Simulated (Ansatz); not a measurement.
BH$_{3}$OBrF: several calculations on one system

## 1. Relaxation

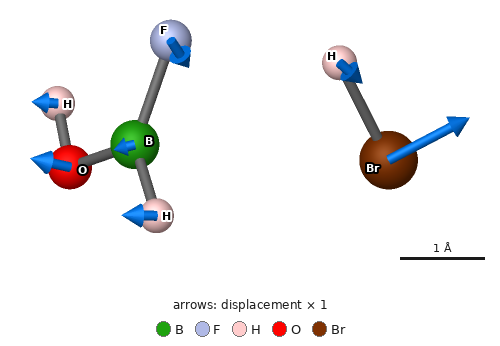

This is a relaxation of BH3OBrF. The starting structure is drawn; blue arrows show the displacements, at their true length. The two geometries are superimposed by the best rigid fit.

A ball-and-stick model, seen from a free direction.

The run prepares an end point of a later path (reaction) calculation, from a guessed geometry.

Method: Ansatz 0.2.0, RKS B3LYP/def2-SVP. Set-up: no spin polarisation; force threshold 0.03 eV/Å; at most 50 steps.

Q: Which element moves most?

A: Bromine: up to 1.11 Å, against 0.52 Å for oxygen.

Q: What happened in the run?

A: After 19 accepted moves (20 points after the start) the energy has fallen by 3.01 kcal/mol. Largest force component: 1.2 eV/Å at the start, 0.023 eV/Å at the end. The line search rejected the trial step at point 17 of the run. The forces were under the threshold at step 16, but the run went on from there. The atom that moves furthest after the best rigid fit is the Br atom (1.11 Å). Largest moves by element: Br 1.11 Å, O 0.52 Å, F 0.50 Å, H 0.44 Å, B 0.27 Å. Some distances before and after: Br–H 1.499 → 1.431 Å, B–F 1.335 → 1.346 Å. The run took 64 s on 2 threads of Arm Neoverse V1 (shared host), peak memory 0.18 GiB.

## 2. Relaxation

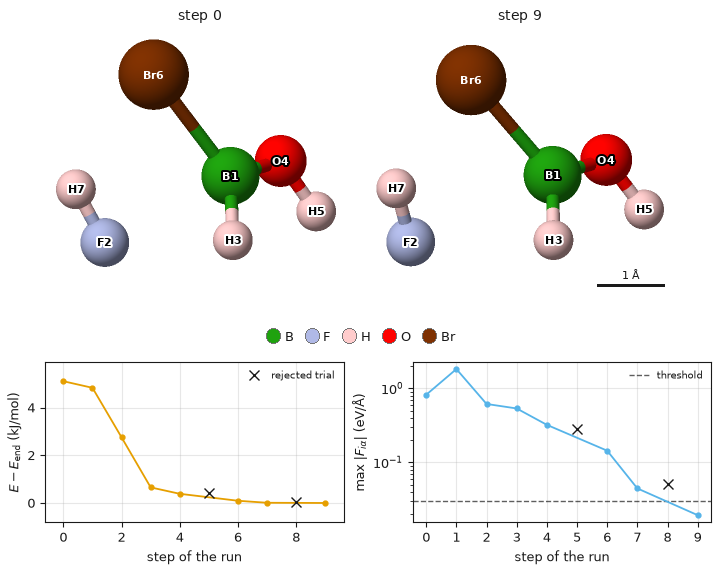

First and last geometry of a relaxation of BH3OBrF, with the history of the run. Style: ball-and-stick. Shown from a free direction.

The run prepares an end point of a later path (reaction) calculation, from a guessed geometry.

Theory: RKS B3LYP/def2-SVP (Ansatz 0.2.0).

The input:
```yaml
crystal:
  periodic: [false, false, false]
  atoms:
    - { symbol: B, position_ang: [-0.184136, 0.488857, -0.34931] }
    - { symbol: F, position_ang: [0.018949, -0.181361, 2.074454] }
    - { symbol: H, position_ang: [0.849519, -0.063998, -0.596914] }
    - { symbol: O, position_ang: [-1.407429, -0.023843, -0.492001] }
    - { symbol: H, position_ang: [-1.404259, -0.964612, -0.715656] }
    - { symbol: Br, position_ang: [-0.096296, 2.44233, 0.130297] }
    - { symbol: H, position_ang: [-0.130947, 0.713627, 2.26493] }
basis:
  gaussian: { orbitals: def2-SVP }
hamiltonian:
  xc: b3lyp
relax:
  f_tol: 0.03
  max_steps: 50
```

Run as
```bash
ansatz run input.yaml --threads 2 --pin off --max-ram 3072MiB --backend cpu --events-out ev --progress --plain --runs-dir out
```

### Did the run converge, and what did it change?

It converged. F2 moves most after the best rigid fit: 0.23 Å. Largest moves by element: F 0.23 Å, H 0.18 Å, Br 0.15 Å, O 0.09 Å, B 0.04 Å. Near-neighbour distances that change, for instance: B1–Br6 2.013 → 1.954 Å, F2–H7 0.927 → 0.933 Å. After 7 accepted moves (9 points after the start) the energy has fallen by 5.10 kJ/mol. The largest force component goes from 0.82 to 0.019 eV/Å. The line search rejected the trial steps at points 5, 8 of the run. Cost: 30 s on 2 threads of Arm Neoverse V1, with other jobs on the host, peak memory 0.18 GiB.

Limits of the set-up: the start holds two separate molecules, 2.5 Å apart at their closest, whose relative position is a soft coordinate and is computed without a dispersion correction.

## 3. Path

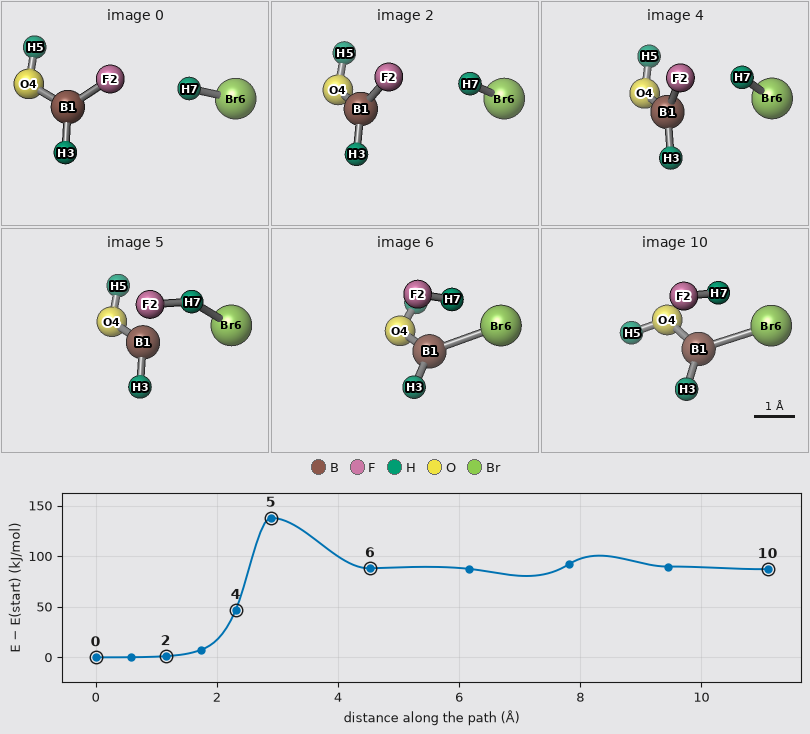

A nudged-elastic-band calculation for BH$_{3}$OBrF. Images are numbered from 0 (start) to 10 (end). The picture is a ball-and-stick view, seen at a tilt.

Method: Ansatz, RKS B3LYP/def2-SVP. Settings: 9 movable images; climbing image; force threshold 0.05 eV/Å; iteration limit 53; starting path through a guess of the saddle point.

> What happens along the path, and what is the barrier?

The path has more than one stage, and so few images may leave a stage unresolved. Breaking: B1–F2 (1.35 → 1.61 at the top → 2.75 Å), Br6–H7 (1.43 → 1.78 at the top → 2.48 Å). Forming: B1–Br6 (4.42 → 2.32 at the top → 1.95 Å), F2–H7 (2.14 → 1.10 at the top → 0.93 Å). Forward barrier 137.9 kJ/mol, backward barrier 50.7 kJ/mol, with image 5 at the top; the reaction energy is +87.2 kJ/mol. The band converged in 39 iterations. The largest component of the band force went from 5.6 to 0.045 eV/Å. The climbing image converged on the top of the path. Its vibrational analysis gives one imaginary mode (646i cm⁻¹), as a transition state must have.
